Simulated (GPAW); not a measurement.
Band structure of MgAlB4 (P6/mmm, 6 atoms in the cell).

```xyz
6
Lattice="3.0273 0.0000 0.0000 -1.5137 2.6217 0.0000 0.0000 0.0000 6.7219" Properties=species:S:1:pos:R:3 pbc="T T T"
Mg     0.0000     0.0000     3.3610
Al     0.0000     0.0000     0.0000
B      1.5137     0.8739     1.5709
B      0.0000     1.7478     5.1511
B      0.0000     1.7478     1.5709
B      1.5137     0.8739     5.1511
```

Method: LDA (Perdew-Wang 92), GPAW PAW datasets LDA (gpaw-data 1.0.1) (plane waves; GPAW).

Settings: mode = pw; ecut = 900 eV; xc = LDA; kpts = 16 16 7; mesh shift (steps) = 0 0 0; occupations.name = fermi-dirac; occupations.width = 0.1 eV; nbands = -12; symmetry.symmorphic = false; symmetry.tolerance = 0.0005; maxiter = 100; bandpath_npoints = 40.

The starting cell comes from a database of computed structures (which also holds hypothetical and non-ambient phases and stackings), without a prior relaxation at this level.

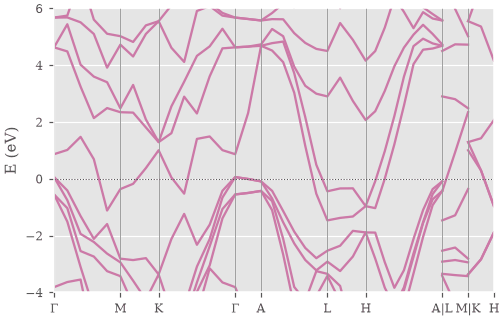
Figure. Bands along the path, energies from the Fermi level.

Levels in eV from the Fermi level, bands 9 to 16:
```json
[
 {"point": "Γ", "9": "-0.55", "10": "-0.55", "11": "0.06", "12": "0.06", "13": "0.87", "14": "4.63", "15": "4.63", "16": "5.68"},
 {"point": "M", "9": "-4.97", "10": "-3.43", "11": "-2.94", "12": "-2.81", "13": "-0.36", "14": "2.35", "15": "2.48", "16": "4.72"},
 {"point": "K", "9": "-7.11", "10": "-6.62", "11": "-3.37", "12": "-3.37", "13": "1.01", "14": "1.29", "15": "1.29", "16": "5.55"},
 {"point": "A", "9": "-0.43", "10": "-0.43", "11": "-0.09", "12": "-0.09", "13": "4.68", "14": "4.68", "15": "4.73", "16": "5.58"},
 {"point": "L", "9": "-3.42", "10": "-3.35", "11": "-2.92", "12": "-2.53", "13": "-1.46", "14": "-0.44", "15": "2.90", "16": "4.50"},
 {"point": "H", "9": "-7.52", "10": "-6.89", "11": "-1.89", "12": "-1.89", "13": "-0.96", "14": "-0.96", "15": "2.07", "16": "4.16"}
]
```

Bands cross the Fermi level along this path, so the cell is metallic at this level.
